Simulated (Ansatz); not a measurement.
```sh
ansatz run in.yaml --threads 4 --pin off --events-out ev --progress --plain --max-ram 41984MiB --backend cuda --devices 0, --max-vram 37GiB
```

```yaml
crystal:
  periodic: [false, false, false]
  atoms:
    - {symbol: C, position_ang: [1.921827, -0.275954, -1.971440]}
    - {symbol: O, position_ang: [0.653487, -0.106677, -1.409159]}
    - {symbol: W, position_ang: [-0.215873, 0.715884, -0.011096]}
    - {symbol: O, position_ang: [-1.966978, 0.469939, -0.668980]}
    - {symbol: F, position_ang: [-0.344357, 2.390535, -0.862884]}
    - {symbol: F, position_ang: [-0.745972, 1.622583, 1.547833]}
    - {symbol: F, position_ang: [1.520427, 1.223348, 0.527246]}
    - {symbol: O, position_ang: [-0.388722, -0.818856, 0.988320]}
    - {symbol: C, position_ang: [-1.061689, -1.264940, 2.132126]}
    - {symbol: H, position_ang: [2.669342, 0.218098, -1.344748]}
    - {symbol: H, position_ang: [1.931023, 0.161146, -2.972531]}
    - {symbol: H, position_ang: [2.142034, -1.343666, -2.041703]}
    - {symbol: H, position_ang: [-2.403644, 1.156665, -1.179655]}
    - {symbol: H, position_ang: [-0.486480, -2.071908, 2.588939]}
    - {symbol: H, position_ang: [-1.177686, -0.437373, 2.836897]}
    - {symbol: H, position_ang: [-2.046728, -1.638835, 1.840825]}
basis:
  gaussian: {orbitals: def2-TZVPP}
hamiltonian: {xc: {name: r2SCANh}, dispersion: d4}
output: {orbitals: {seedname: orbitals}}
```

Work out the structure from the coordinates.

The molecule is C₂H₇F₃O₃W. As SMILES it reads `C[O][W]([OH])([F])([F])([F])[O]C`. This geometry has C1 symmetry. Coordination: 2 C tetrahedral; 3 O bent; 1 W octahedral.

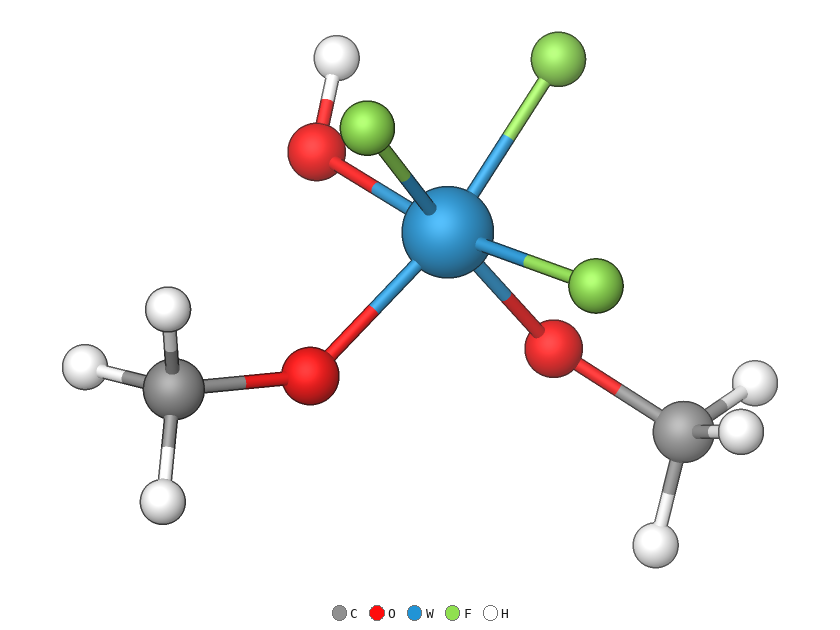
